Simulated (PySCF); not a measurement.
C$_{2}$H$_{5}$ClF$_{2}$, SMILES `FCF.CCl`.

Level of theory: CAM-B3LYP/def2-SVPD (PySCF), at a geometry from GFN2-xTB. GFN2-xTB bond lengths at metals and heavier atoms can be off by up to 0.1 Å and shapes distorted, which carries into these values.

The calculation's input:

```python
import numpy as np
from pyscf import gto, scf, dft
from pyscf.scf import atom_ks, atom_hf
from scipy.linalg import block_diag
from pyscf.dispersion import dftd3

def solve(mol, dm0=None, hcore=None):
    mf = (dft.UKS if mol.spin else dft.RKS)(mol, xc='camb3lyp')
    mf.grids.level = 3
    mf = mf.density_fit(auxbasis='def2-universal-jkfit')
    mf.conv_tol, mf.max_cycle = 1e-8, 80
    if hcore is not None:
        mf.get_hcore = lambda *args: hcore
    mf.kernel(dm0)
    if not mf.converged:
        mf = mf.newton().run(mf.mo_coeff, mf.mo_occ, max_cycle=30)
    assert mf.converged, 'SCF not converged'
    return mf

mol = gto.M(atom='''
F      1.47958    -0.87839    -0.70829
C      1.72842     0.39550    -0.34443
F      2.24440     0.37386     0.89785
H      2.47305     0.81891    -1.03139
H      0.78000     0.94947    -0.32919
C     -1.68932    -1.02125     0.47900
Cl    -1.88497     0.61930    -0.17444
H     -2.66046    -1.50627     0.46461
H     -1.31632    -0.93871     1.49522
H     -0.98213    -1.55617    -0.14722
''', basis='def2-svpd', charge=0, spin=0, verbose=4)
mol_a = gto.M(atom='''
F      1.47958    -0.87839    -0.70829
C      1.72842     0.39550    -0.34443
F      2.24440     0.37386     0.89785
H      2.47305     0.81891    -1.03139
H      0.78000     0.94947    -0.32919
ghost-C     -1.68932    -1.02125     0.47900
ghost-Cl    -1.88497     0.61930    -0.17444
ghost-H     -2.66046    -1.50627     0.46461
ghost-H     -1.31632    -0.93871     1.49522
ghost-H     -0.98213    -1.55617    -0.14722
''', basis='def2-svpd', charge=0, spin=0, verbose=4)
mol_b = gto.M(atom='''
ghost-F      1.47958    -0.87839    -0.70829
ghost-C      1.72842     0.39550    -0.34443
ghost-F      2.24440     0.37386     0.89785
ghost-H      2.47305     0.81891    -1.03139
ghost-H      0.78000     0.94947    -0.32919
C     -1.68932    -1.02125     0.47900
Cl    -1.88497     0.61930    -0.17444
H     -2.66046    -1.50627     0.46461
H     -1.31632    -0.93871     1.49522
H     -0.98213    -1.55617    -0.14722
''', basis='def2-svpd', charge=0, spin=0, verbose=4)
ab, a, b = solve(mol), solve(mol_a), solve(mol_b)
e_int = ab.e_tot - a.e_tot - b.e_tot
print('counterpoise-corrected interaction energy / kcal/mol', e_int * 627.5095)
def disp(atoms, charge):
    m = gto.M(atom=atoms, charge=charge, basis='sto-3g', spin=None, unit='Bohr', verbose=0)
    return dftd3.DFTD3Dispersion(m, xc='camb3lyp', version='d3bj').get_dispersion()['energy']
e_disp = disp(mol._atom, mol.charge) - disp(mol._atom[:5], mol_a.charge) - disp(mol._atom[5:], mol_b.charge)
print('D3(BJ) part / kcal/mol', e_disp * 627.5095)
# spherically averaged free atoms, for the promolecule
atm = atom_ks.get_atm_nrks(mol, xc='camb3lyp')
pro = block_diag(*[(atm[a[0]][2] * atm[a[0]][3]) @ atm[a[0]][2].T for a in mol._atom])
np.savez('result.npz', e_int=e_int, e_disp=e_disp, dm_a=a.make_rdm1(), dm_b=b.make_rdm1(), c=ab.mo_coeff, occ=ab.mo_occ, eps=ab.mo_energy, pro=pro, d=[f.dip_moment(verbose=0) for f in (ab, a, b)])
```

Launched as:

```sh
OMP_NUM_THREADS=1 python input.py
```

The run took 53 s on 1 thread of Arm Neoverse V1, with other jobs on the host, peak memory 0.75 GiB.

Partitions, critical points and surface values were worked out afterwards from this run's density.

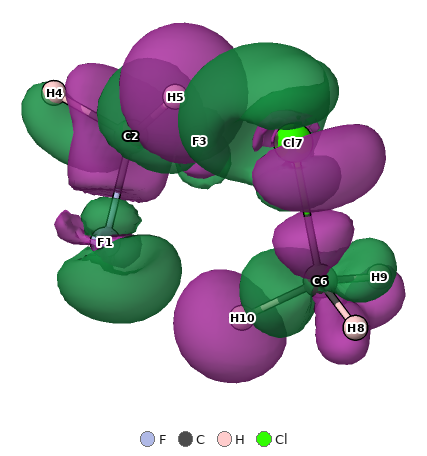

Density of the complex less the densities of the two fragments at the same geometry, ±0.002 e/Å³ (green: gain, purple: loss). Fragment A: H2CF2 (atoms 1–5); fragment B: H3CCl.

Question: Which way does charge flow?

Answer: Hirshfeld charges show 0.005 e passing from B to A. By Hirshfeld charges, electrons gather most on Cl7 (−0.007 e) and leave H5 most (+0.008 e); 0.05 e is displaced in all, which induces a dipole of 0.19 D.

Question: What is the interaction energy, and which contacts carry it?

Answer: The counterpoise-corrected interaction energy of the frozen fragments is −1.6 kcal/mol without dispersion correction and −2.6 kcal/mol with D3(BJ). The pair geometry is semi-empirical, not a minimum at this level. Contacts: H5···Cl7, weak C–H hydrogen bond, 2.69 Å, ρ = 0.011 a.u.; F1···H10, weak C–H hydrogen bond, 2.61 Å, ρ = 0.006 a.u. The pose is a local one from a semi-empirical search, not shown to be the most stable.
